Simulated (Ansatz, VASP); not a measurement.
# Cross-check of MoS2 between VASP and Ansatz

Wanted: the spread between two codes on one cell, functional and k mesh.

Calculated with Ansatz 0.2.0; plane waves, with VASP 6.6.1 beside it; single point at PBE.

The database entry behind the starting cell differs from later determinations by our own check (about 0.3 % long), so it need not match the best structure at ambient conditions.

## (1) The structure

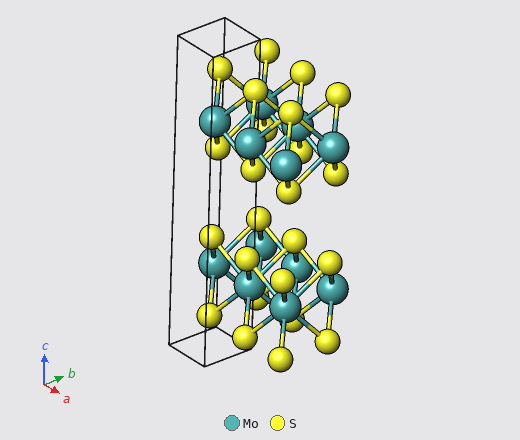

Start, viewed slightly off an axis; molybdenum teal, sulfur yellow. 3×2×1 cells are drawn.

## (2) Ansatz: single point, PBE

Ansatz runs on its default PAW (the set named soft_2) files.

With cell and atoms fixed, the geometry can't cause a difference; cores, projectors, grids and the points listed under the comparison can.

The input, input.yaml:

```yaml
crystal:
  lattice:
    - [3.169, 0.0, 0.0]
    - [-1.5845, 2.7444345046, 0.0]
    - [0.0, 0.0, 12.324]
  atoms:
    - { symbol: Mo, position: [0.6666666667, 0.3333333333, 0.75] }
    - { symbol: Mo, position: [0.3333333333, 0.6666666667, 0.25] }
    - { symbol: S, position: [0.6666666667, 0.3333333333, 0.377] }
    - { symbol: S, position: [0.3333333333, 0.6666666667, 0.877] }
    - { symbol: S, position: [0.6666666667, 0.3333333333, 0.123] }
    - { symbol: S, position: [0.3333333333, 0.6666666667, 0.623] }
hamiltonian:
  xc: pbe
  pseudopotentials: { kind: paw }
kpoints:
  mp_grid: { grid: [10, 10, 3] }
scf:
  occupations: { method: fermi_dirac, width: 0.05 }
  n_extra_bands: 5
output:
  forces: true
  stress: true
  eigenvalues: true
  write_density: true
  write_potential: true
  elf: true
  volumetric_format: npy
```

Launch:

```sh
ansatz run input.yaml --threads 4 --pin off --max-ram 9216MiB --backend cpu --events-out ev --progress --plain --runs-dir out
```

Numbers of over 12 decimals in the logs are rounded to 6 here.

Output:

```text
scf.n_extra_bands = 5 over 26 filled bands (N_el = 52.0): the run solves 31 bands
Engine: ansatz 0.2.0, aarch64-unknown-linux-gnu
Pseudopotentials: kind: paw
Pseudopotential: Mo, paw, valence charge 14, recommended cutoff 420 eV (normal), Mo.paw.azcp
Pseudopotential: S, paw, valence charge 6, recommended cutoff 420 eV (normal), S.paw.azcp
Functional definition: PBE
  parameter kappa = 0.804
  parameter beta = 0.066725
  exchange = pbe_x(kappa = kappa, mu = beta*pi^2/3)
  correlation = pbe_c(beta = beta)
Crystal: 6 atoms, lattice volume = 107.183 Å³
Basis set: ecut = 420 eV, 2081 PW (Γ), exchange–correlation on 48×48×180 points (8 copies of the dense FFT grid, shifted against one another)
Bands: 31, of which v1, the nominal top of the filled ones, is band 26 counted from 1 (25 counted from 0)
Symmetry: 24 space group operations
Space group: P63/mmc (ITA 194), of the structure as read, at distance tolerance 4.8e-5 Å
k-points: 28 of 300
Non-local potential: Mo, projectors of the file, l = 0: 3, l = 1: 2, l = 2: 2, l = 3: 1
Non-local potential: S, projectors of the file, l = 0: 2, l = 1: 2, l = 2: 2
PAW form: soft (Blöchl's): semilocal exchange-correlation on the pseudo side does not see the compensation charge
PAW one-centre angular grid: Mo, 590 points (default); XC on 64 Gauss nodes
PAW one-centre angular grid: S, 110 points (default); XC on 64 Gauss nodes
Initial density: superposition of atomic densities (neutral atoms: chi_scale 0, normalization atom), corrected by the library's trained network
Initial wavefunctions: pseudopotential atomic-orbital guess
Functional: x = pbe(κ = 0.804, μ = 0.219515), c = pbe(β = 0.066725)
SCF iter   1: F=—  HF=-13525.527947 eV  |F-HF|=—  |Δ(HF+E_count)|=         —  Δρ=5.48e-3  dr2=7.50e-3  ethr=1.77e-3  ⟨swp⟩=6.5  Hψ=3718  notcnv=0
preconditioner: auto → Resta (q_TF=auto, 2.418 Å⁻¹)  ε∞=9.0  [insulator: Δε(μ)=0.930 eV  Ē_g=7.607 eV  σ=0.050 eV  W_gap=1.00  n_scr=26 (ndim 8)  ℏωp=21.5 eV  f_vac=0.016  D(μ)=0.00/eV (n_scr^D=0)  ε∞_Penn≈9.0]
SCF iter   2: F=—  HF=-13525.536438 eV  |F-HF|=—  |Δ(HF+E_count)|=   8.49e-3  Δρ=3.13e-3  dr2=2.37e-3  ethr=1.44e-5  ⟨swp⟩=2.1  Hψ=1663  notcnv=0
SCF iter   3: F=—  HF=-13525.541191 eV  |F-HF|=—  |Δ(HF+E_count)|=   4.75e-3  Δρ=4.91e-4  dr2=6.08e-4  ethr=4.57e-6  ⟨swp⟩=2.0  Hψ=1324  notcnv=0
SCF iter   4: F=—  HF=-13525.541129 eV  |F-HF|=—  |Δ(HF+E_count)|=   6.19e-5  Δρ=1.14e-4  dr2=9.52e-6  ethr=1.17e-6  ⟨swp⟩=2.1  Hψ=1172  notcnv=0
SCF iter   5: F=—  HF=-13525.541268 eV  |F-HF|=—  |Δ(HF+E_count)|=   1.39e-4  Δρ=4.12e-5  dr2=1.44e-6  ethr=1.83e-8  ⟨swp⟩=2.0  Hψ=1229  notcnv=0
SCF iter   6: F=-13525.541270 eV  HF=-13525.541270 eV  |F-HF|=2.02e-8  |Δ(HF+E_count)|=   1.41e-6  Δρ=8.19e-6  dr2=8.49e-8  ethr=1.92e-10  ⟨swp⟩=7.1  Hψ=6333  notcnv=0
SCF 1 converged in 6 iterations: F = -13525.541270 eV  dr2 = 8.49e-8
  greatest PAW one-centre occupation: 0.998 electrons in one spin orbital (limit 2), on the Mo atom at site 1 (counted from 0), in its partial waves of l = 0
SCF converged after 6 iterations
Free energy (F): -13525.541270 eV
Harris-Foulkes:  -13525.541270 eV  (|F-HF|=2.02e-8)
Internal energy: -13525.541267 eV  (E = F + TS)
E sigma→0 (E₀):  -13525.541268 eV
Entropy (-TS):   -0.000002 eV (-0.000 meV/atom)
Fermi energy:    11.308846 eV
--- Per-component energies (eV) ---
  E_band       = -312.453978
  E_kinetic    = 1312.076195
  E_local      = -3923.159182  (includes V_loc(G=0)·N_el)
  E_nonlocal   = 398.372711
  E_hartree    = 1508.572600
  E_xc         = -757.134719
  E_vxc        = -810.201633  (∫ρ·V_xc dr)
  E_paw        = -8803.052509  (= ΣΔE_a)
  E_vpaw       = -306.676736  (= ΣTr[D̂ρ^β])
  E_aug_tail   = 0.000083  (compensation charges beyond the density's cutoff)
  E_ewald      = -3261.216446
  E_smearing   = -0.000002  (= −TS)
  E_closure    = -0.000000  (closes the sum)
  Σ components = -13525.541270   (vs F -13525.541270, Δ=0.00e0)
--- Forces (eV/Å), atoms counted from 1 ---
  atom   1  Mo     0.00000000     0.00000000     0.00000000
  atom   2  Mo    -0.00000000    -0.00000000     0.00000000
  atom   3  S      0.00000000    -0.00000000    -0.06548043
  atom   4  S      0.00000000     0.00000000    -0.06548043
  atom   5  S      0.00000000    -0.00000000     0.06548043
  atom   6  S      0.00000000     0.00000000     0.06548043
  max |Σ_I F_I| component: 5.32e-17 eV/Å
--- Stress (GPa, compression-positive) ---
        1.850734      -0.000000       0.000000
        0.000000       1.850734      -0.000000
       -0.000000      -0.000000       2.263235
  P = ⅓ Tr σ = 1.9882 GPa (19.882 kbar)
--- Band table (eV; the first three rows and the last of 28) ---
  k-point 0: bands = [... 22 lower, 8.7672, 9.7121, 9.7501, 10.8974, 12.9945, 12.9945, 13.0225, 13.0225, ... 1 higher]
  k-point 1: bands = [... 22 lower, 8.7555, 8.8200, 10.4067, 10.7825, 12.9960, 12.9960, 13.0074, 13.0074, ... 1 higher]
  k-point 2: bands = [... 22 lower, 8.8652, 9.7596, 9.8669, 10.6040, 12.8367, 12.8654, 12.9119, 12.9819, ... 1 higher]
  k-point 27: bands = [... 22 lower, 8.0753, 8.2703, 10.0499, 10.1270, 12.0599, 12.0961, 12.9987, 13.4138, ... 1 higher]
```

The job ended after 2.1 s (4 threads of Arm Neoverse V2, shared host; peak memory 0.43 GiB).

The column dr2 measures how far the density is from self-consistency, as an energy; F and HF (Harris–Foulkes) agree once it is small.

The run ends at a pressure of 1.99 GPa, with forces up to 0.065 eV/Å.

## (3) VASP: single point, PBE

The same cell, functional, mesh and smearing now go to VASP, with its own data sets and cutoff.

Lines of VASP's logs that name or quote its potential files are left out, and so is its time.

The input, INCAR:

```
SYSTEM = MoS2
PREC = Accurate
ENCUT = 400
EDIFF = 1E-06
NELM = 100
ISMEAR = -1
SIGMA = 0.05
LREAL = .FALSE.
ALGO = Normal
GGA = PE
LORBIT = 11
LWAVE = .FALSE.
LCHARG = .FALSE.
KPAR = 2
ISIF = 2
```

The input, POSCAR:

```
MoS2
1.0
    3.1690000000      0.0000000000      0.0000000000
   -1.5845000000      2.7444345046      0.0000000000
    0.0000000000      0.0000000000     12.3240000000
Mo S
2 4
Direct
    0.6666666667      0.3333333333      0.7500000000
    0.3333333333      0.6666666667      0.2500000000
    0.6666666667      0.3333333333      0.3770000000
    0.3333333333      0.6666666667      0.8770000000
    0.6666666667      0.3333333333      0.1230000000
    0.3333333333      0.6666666667      0.6230000000
```

The input, KPOINTS:

```
Automatic mesh
0
Gamma
10 10 3
0 0 0
```

Potentials, in the order of the species: Mo_sv and S (PBE family, release 64).

Launch:

```sh
mpirun -np 2 vasp_std
```

Output:

```text
[banner, memory and clock lines left out]
running    2 mpi-ranks, on    1 nodes
 distrk:  each k-point on    1 cores,    2 groups
 distr:  one band on    1 cores,    1 groups

 POSCAR found type information on POSCAR MoS
 POSCAR found :  2 types and       6 ions
 LDA part: xc-table for (Slater+PW92), standard interpolation
 POSCAR, INCAR and KPOINTS ok, starting setup
 FFT: planning ... GRIDC
 FFT: planning ... GRID_SOFT
 FFT: planning ... GRID
 WAVECAR not read
 entering main loop
       N       E                     dE             d eps       ncg     rms          rms(c)
DAV:   1     0.386739544486E+03    0.38674E+03   -0.26188E+04  1968   0.130E+03
DAV:   2    -0.256816020900E+02   -0.41242E+03   -0.40347E+03  2201   0.361E+02
DAV:   3    -0.461391290712E+02   -0.20458E+02   -0.20287E+02  2240   0.711E+01
DAV:   4    -0.465532246966E+02   -0.41410E+00   -0.41322E+00  2165   0.102E+01
DAV:   5    -0.465636983129E+02   -0.10474E-01   -0.10471E-01  2283   0.153E+00    0.338E+01
DAV:   6    -0.443814932663E+02    0.21822E+01   -0.23617E+01  1910   0.255E+01    0.133E+01
DAV:   7    -0.439204329522E+02    0.46106E+00   -0.10241E+01  1942   0.160E+01    0.802E+00
DAV:   8    -0.435926451593E+02    0.32779E+00   -0.15418E+00  2277   0.680E+00    0.283E+00
DAV:   9    -0.436039033650E+02   -0.11258E-01   -0.15851E-01  2378   0.190E+00    0.125E+00
DAV:  10    -0.435956276366E+02    0.82757E-02   -0.63793E-02  2125   0.139E+00    0.285E-01
DAV:  11    -0.435957404421E+02   -0.11281E-03   -0.25809E-03  2159   0.285E-01    0.154E-01
DAV:  12    -0.435956876297E+02    0.52812E-04   -0.46747E-04  2262   0.111E-01    0.528E-02
DAV:  13    -0.435956996454E+02   -0.12016E-04   -0.13710E-04  2318   0.616E-02    0.130E-02
DAV:  14    -0.435957010659E+02   -0.14205E-05   -0.16519E-05  2115   0.231E-02    0.119E-02
DAV:  15    -0.435957018405E+02   -0.77457E-06   -0.20073E-06  1750   0.730E-03
   1 F= -.43595702E+02 E0= -.43595701E+02  d E =-.220686E-05
```

OUTCAR, selected parts (step 3):

```text
ion  position               nearest neighbor table
   1  0.667  0.333  0.750-   4 2.41   6 2.41   4 2.41   6 2.41   4 2.41   6 2.41
   2  0.333  0.667  0.250-   3 2.41   5 2.41   3 2.41   5 2.41   3 2.41   5 2.41
   3  0.667  0.333  0.377-   2 2.41   2 2.41   2 2.41
   4  0.333  0.667  0.877-   1 2.41   1 2.41   1 2.41
   5  0.667  0.333  0.123-   2 2.41   2 2.41   2 2.41
   6  0.333  0.667  0.623-   1 2.41   1 2.41   1 2.41

  LATTYP: Found a hexagonal cell.
 ALAT       =     3.1690000000
 C/A-ratio  =     3.8889239508

 Subroutine GETGRP returns: Found 24 space group operations
 (whereof 12 operations were pure point group operations)

The static configuration has the point symmetry D_3d.
 The point group associated with its full space group is D_6h.

 Found     28 irreducible k-points:

   k-points           NKPTS =     28   k-points in BZ     NKDIM =     28   number of bands    NBANDS=     31

   dimension x,y,z NGX =    24 NGY =   24 NGZ =   80
   dimension x,y,z NGXF=    48 NGYF=   48 NGZF=  160

   ENCUT  =  400.0 eV  29.40 Ry    5.42 a.u.   5.17  5.17 20.10*2*pi/ulx,y,z

   NELECT =      52.0000    total number of electrons

 k-points in reciprocal lattice and weights: Automatic mesh
   0.00000000  0.00000000  0.00000000       0.003
   0.10000000 -0.00000000  0.00000000       0.020
   0.20000000 -0.00000000  0.00000000       0.020
   0.30000000  0.00000000  0.00000000       0.020
   0.40000000 -0.00000000  0.00000000       0.020
   0.50000000  0.00000000  0.00000000       0.010
   0.10000000  0.10000000  0.00000000       0.020
   0.20000000  0.10000000  0.00000000       0.040
   0.30000000  0.10000000  0.00000000       0.040
[...]
0.40000000  0.20000000  0.33333333       0.040
   0.30000000  0.30000000  0.33333333       0.040

 average (electrostatic) potential at core
       1 -74.7582       2 -74.7582       3 -84.4720       4 -84.4720       5 -84.4720
       6 -84.4720

 E-fermi :   7.9050

 k-point     1 :       0.0000    0.0000    0.0000
  band No.  band energies     occupation
    ...
     22       5.3668      2.00000
     23       5.3668      2.00000
     24       6.3039      2.00000
     25       6.3482      2.00000
     26       7.4890      1.99951
     27       9.5918      0.00000
     28       9.5921      0.00000
     29       9.6203      0.00000
     30       9.6203      0.00000
     31       9.7560      0.00000

 k-point     2 :       0.1000   -0.0000    0.0000
  band No.  band energies     occupation
    ...
     22       5.1377      2.00000
     23       5.4635      2.00000
     24       6.3575      2.00000
     25       6.4570      2.00000
     26       7.1957      2.00000
     27       9.4362      0.00000
     28       9.4626      0.00000
     29       9.5137      0.00000
     30       9.5785      0.00000
     31       9.6413      0.00000

 k-point     3 :       0.2000   -0.0000    0.0000
  band No.  band energies     occupation
    ...
     22       4.8266      2.00000
     23       5.3572      2.00000
     24       6.1606      2.00000
     25       6.2302      2.00000
     26       6.4477      2.00000
     27       8.8114      0.00000
     28       9.2305      0.00000
     29       9.4082      0.00000
     30       9.4523      0.00000
     31       9.5351      0.00000

  Total        0.9741146      0.9741146      1.2037684      0.0000000      0.0000000      0.0000000
  in kB       14.5610879     14.5610879     17.9939593      0.0000000      0.0000000      0.0000000
  external PRESSURE =      15.7053784 kB  Pullay stress =       0.0000000 kB

  energy-cutoff  :      400.00
  volume of cell :      107.18
      direct lattice vectors                 reciprocal lattice vectors
     3.169000000  0.000000000  0.000000000     0.315556958  0.182186895  0.000000000
    -1.584500000  2.744434505  0.000000000     0.000000000  0.364373789  0.000000000
     0.000000000  0.000000000 12.324000000     0.000000000  0.000000000  0.081142486

 POSITION                                       TOTAL-FORCE (eV/Angst)
 -----------------------------------------------------------------------------------
      1.58450      0.91481      9.24300         0.000000      0.000000      0.000000
     -0.00000      1.82962      3.08100        -0.000000      0.000000      0.000000
      1.58450      0.91481      4.64615         0.000000      0.000000     -0.075741
     -0.00000      1.82962     10.80815        -0.000000      0.000000     -0.075741
      1.58450      0.91481      1.51585         0.000000      0.000000      0.075741
     -0.00000      1.82962      7.67785        -0.000000      0.000000      0.075741
 -----------------------------------------------------------------------------------
    total drift:                               -0.000000      0.000000     -0.000000

  FREE ENERGIE OF THE ION-ELECTRON SYSTEM (eV)
  ---------------------------------------------------
  free  energy   TOTEN  =       -43.5957018405 eV

  energy  without entropy=      -43.5956996336  energy(sigma->0) =      -43.59570074

 total charge
# of ion       s       p       d       tot
------------------------------------------
    1        2.291   6.220   3.943  12.454
    2        2.291   6.220   3.943  12.454
    3        1.365   2.337   0.000   3.702
    4        1.365   2.337   0.000   3.702
    5        1.365   2.337   0.000   3.702
    6        1.365   2.337   0.000   3.702
--------------------------------------------------
tot         10.042  21.790   7.887  39.718

[... 3 further parts left out ...]
```

The run ends at a pressure of 1.57 GPa, with forces up to 0.076 eV/Å.

## (4) Side by side

Known differences besides the PAW data sets themselves: the cutoff is 420 eV in Ansatz and 400 eV in VASP; VASP leaves aspherical gradient terms in its spheres out (LASPH is not set), Ansatz keeps them. Total energies have different zeros and are not compared.

Compared:

| quantity | Ansatz | VASP | difference |
| --- | --- | --- | --- |
| pressure (GPa) | 1.99 | 1.57 | +0.42 |
| gap on the k mesh (eV) | 0.927 | 0.936 | -0.009 |

Forces (eV/Å; atoms numbered as in POSCAR):

| atom | Ansatz x, y, z | VASP x, y, z |
| --- | --- | --- |
| Mo1 | 0.000, 0.000, 0.000 | 0.000, 0.000, 0.000 |
| Mo2 | 0.000, 0.000, 0.000 | 0.000, 0.000, 0.000 |
| S3 | 0.000, 0.000, -0.065 | 0.000, 0.000, -0.076 |
| S4 | 0.000, 0.000, -0.065 | 0.000, 0.000, -0.076 |
| S5 | 0.000, 0.000, 0.065 | 0.000, 0.000, 0.076 |
| S6 | 0.000, 0.000, 0.065 | 0.000, 0.000, 0.076 |

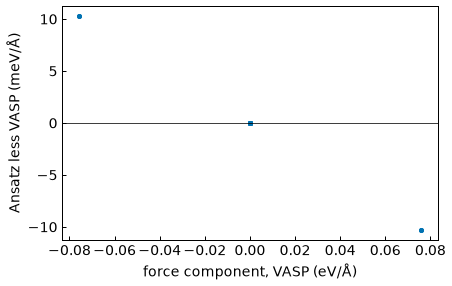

Difference of the force components against their size.

The forces differ by 4.8 meV/Å r.m.s., which is 13.6 % of the r.m.s. force of 0.04 eV/Å (both taken over all components).

## (5) Results

| Item | Value |
| --- | --- |
| r.m.s. force difference (single point, PBE) | 4.8 meV/Å |

**Reading.** The r.m.s. force difference is 4.8 meV/Å (single point, PBE), within the 12 meV/Å picked in this series as the mark of a large difference. Differences of this kind measure data sets and numerical settings, not the functional's error against experiment.

[Lines on the potential files, build, host, timing and source positions are cut from VASP's logs without a mark.]

[Logs are printed without paths, hosts, clocks, repeated set-up lines and the standing remarks that a program may print on its own settings, such as how far it seeks lower states.]

[Hosts, paths, dates, database ids (printed as entryN), source tags and the programs' standing remarks are cut or masked in the printed files.]
